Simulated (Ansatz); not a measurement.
**MP2/STO-3G run of AlSiH5 (AlH2(SiH3))**

What is the electronic atomisation energy of AlSiH5 (AlH2(SiH3)) at MP2/STO-3G? 

The results are computed with Ansatz 0.2.0.

58 further runs of the same task are left out: 2 that didn't finish, 56 set aside as unsound or not needed.

## 1. The molecule

The species is AlSiH5 (7 atoms), meant as a singlet with charge 0. SMILES: `[H][Al]([H])[SiH3]`. Geometry: a GFN2-xTB relaxation, a rough one for these elements and not checked as a minimum.

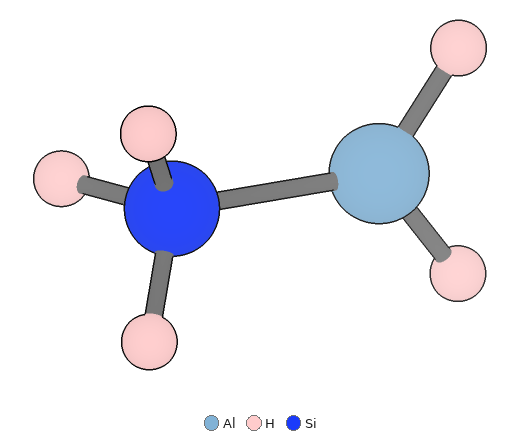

The structure, seen from a chosen angle (aluminium light blue, hydrogen pink, silicon blue).

## 2. The energy at MP2/STO-3G

Input file run.yaml:

```yaml
basis:
  gaussian:
    orbitals: STO-3G
crystal:
  periodic: [false, false, false]
  atoms:
    - symbol: Al
      position_ang: [0.688040, 1.201700, 0.003860]
    - symbol: H
      position_ang: [2.245410, 1.365000, 0.056470]
    - symbol: H
      position_ang: [0.053380, 2.633190, -0.016580]
    - symbol: Si
      position_ang: [-0.517390, -0.897790, -0.016750]
    - symbol: H
      position_ang: [-1.851430, -0.836410, 0.625620]
    - symbol: H
      position_ang: [0.177610, -1.992690, 0.701130]
    - symbol: H
      position_ang: [-0.795620, -1.472990, -1.353750]
accuracy: high
correlation:
  method: mp2
  frozen_orbitals: {Al: 5, H: 0, Si: 5}
```

The run is started by

```bash
$ ansatz run run.yaml --threads 1 --pin off --max-ram 2610MiB --events-out events.jsonl --progress --plain --runs-dir runs
```

The log of the run:

```text
Warning: RAYON_NUM_THREADS=1 ignored (pool sized by the plan → 1); use --threads N
Functional definition: HF
  name "HF"
  exchange = exact_x
  correlation = 0
408 factors; integrals over basis functions are off by at most 7.1e-9 eV
mean field evaluation 1: about -14353.1077 eV, gradient 1.4e1 eV
mean field evaluation 2: about -14353.1010 eV, gradient 1.4e1 eV
mean field evaluation 4: about -14354.0263 eV, gradient 6.2e-1 eV
mean field evaluation 8: about -14354.0274 eV, gradient 1.6e-5 eV
mean field -14354.02738604 eV, -527.5007769278 hartree, gradient 2.4e-8 eV, S^2 0.000000; 0 other end points of the search recorded, 0 dependent functions left out
10 core orbitals not correlated: weight in the atoms' cores, before any rotation towards them, 0.999 or more for the frozen orbitals, at most 0.001 for the correlated occupied ones
reference -14354.02738604 eV, -527.5007769278 hartree; 6, 6 occupied and 7, 7 virtual orbitals, 408 factors
second order -1.93709965 eV of doubles, -0.00000000 eV of singles
Total energy: -14355.96448569 eV, -527.5719640271 hartree
```

Wall time 0.16 s (1 thread of Arm Neoverse V1, shared host).

## 3. The Al atom

Input file molecule.yaml:

```yaml
crystal:
  periodic: [false, false, false]
  atoms:
    - {symbol: Al, position_ang: [0.000000, 0.000000, 0.000000]}
basis:
  gaussian:
    orbitals: STO-3G
magnetization:
  spin_polarized: true
  initial_magnetization: 1
correlation:
  method: mp2
  frozen_orbitals: {Al: 5}
accuracy: high
```

Run the same way, it converges to -238.87253 Eh (log not shown).

## 4. The H atom: a single-point energy at UHF/STO-3G

Input file input.yaml:

```yaml
crystal:
  periodic: [false, false, false]
  atoms:
    - {symbol: H, position_ang: [0.000000, 0.000000, 0.000000]}
basis:
  gaussian: {orbitals: STO-3G}
magnetization: {spin_polarized: true, initial_magnetization: 1}
hamiltonian: {xc: hf}
accuracy: high
```

Run the same way, it converges to -0.46658 Eh (log not shown).

## 5. The Si atom

Input file in.yaml:

```yaml
crystal:
  periodic: [false, false, false]
  atoms:
    - {symbol: Si, position_ang: [0.000000, 0.000000, 0.000000]}
basis:
  gaussian: {orbitals: STO-3G}
magnetization: {spin_polarized: true, initial_magnetization: 2}
correlation: {method: mp2, frozen_orbitals: {Si: 5}}
accuracy: high
```

Run the same way, it converges to -285.47352 Eh (log not shown).

## 6. Outcome

Level: MP2/STO-3G, 10 core orbitals frozen.

| quantity | value |
| --- | --- |
| molecule: total energy | -527.57196 Eh |
| molecule: correlation energy (10 core orbitals frozen) | -71.2 mEh |
| Al atom: total energy | -238.87253 Eh |
| Al atom: correlation energy (5 core orbitals frozen) | -14.2 mEh |
| Al atom: ⟨S²⟩ of the reference determinant | 0.750 |
| H atom: total energy | -0.46658 Eh |
| H atom: ⟨S²⟩ | 0.750 |
| Si atom: total energy | -285.47352 Eh |
| Si atom: correlation energy (5 core orbitals frozen) | -7.3 mEh |
| Si atom: ⟨S²⟩ of the reference determinant | 2.000 |
| electronic atomisation energy | 24.300 eV |

Taking the molecule apart into free atoms costs 24.30 eV (560 kcal/mol), before zero-point energy and without spin-orbit coupling. In a minimal basis such a difference can be off by several eV, whatever the method.
